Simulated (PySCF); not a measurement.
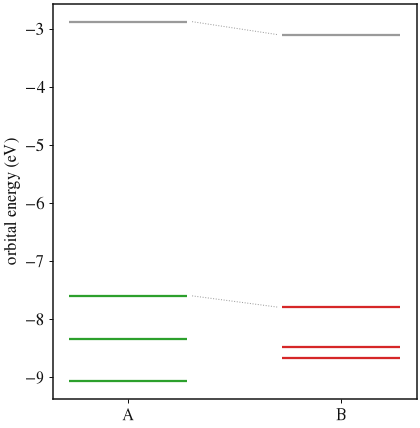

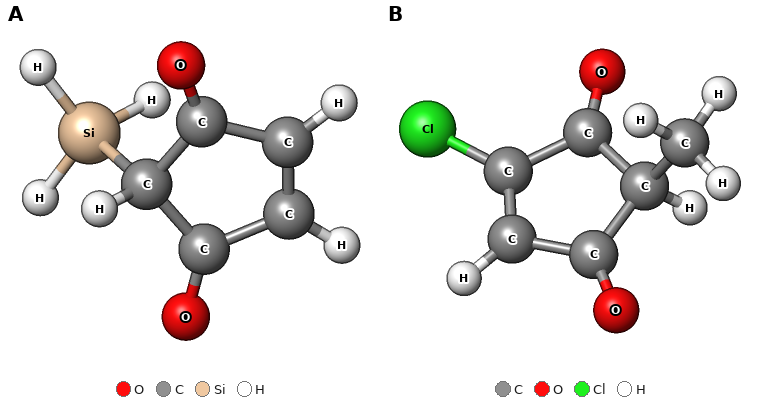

Related molecules: A is C₅H₆O₂Si, SMILES O=C1C=CC(=O)C1[SiH3]; B is C₆H₅ClO₂, SMILES C[C@H]1C(=O)C=C(Cl)C1=O. Frontier orbital energies, PBE0/def2-SVPD in PySCF 2.14.0, at a GFN2-xTB geometry (no frequency check); drawn are at most three filled levels and, in grey, the LUMO with any level within 0.03 eV of it; dotted lines join the HOMOs and the LUMOs.

What does the change do to the frontier levels?

From A to B the HOMO falls by 0.19 eV and the LUMO falls by 0.22 eV, so the separation goes from 4.72 to 4.69 eV.

Limits of at least one run: the tight-binding geometry is rougher than a DFT one and adds to the error.
